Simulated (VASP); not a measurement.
Band structure of Cd4Te3Se (space group Pmm2). Method: r2SCAN meta-GGA, VASP's PBE PAW potentials (set 64) (plane waves; VASP).

Unless said otherwise, spin-orbit coupling is left out, though it shifts the bands of the heavy elements here.

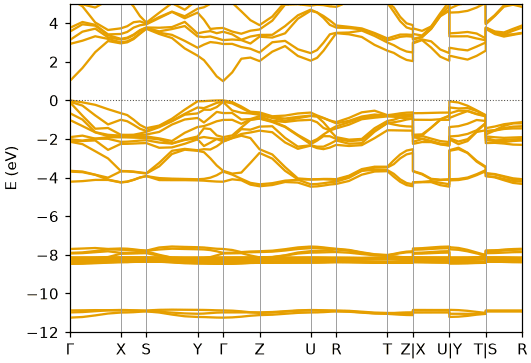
Figure: Bands along high-symmetry lines, zero at the valence-band maximum or, without a gap, the Fermi level

### Question
Read the plot: is there a gap, and where are the band edges?

### Answer
The gap is direct, 0.99 eV, from the valence maximum at Γ to the conduction minimum at Γ.

The structure comes from a computed database's Cd4Te3Se entry (Pmm2); how it stands against other phases isn't given here. It was relaxed first.
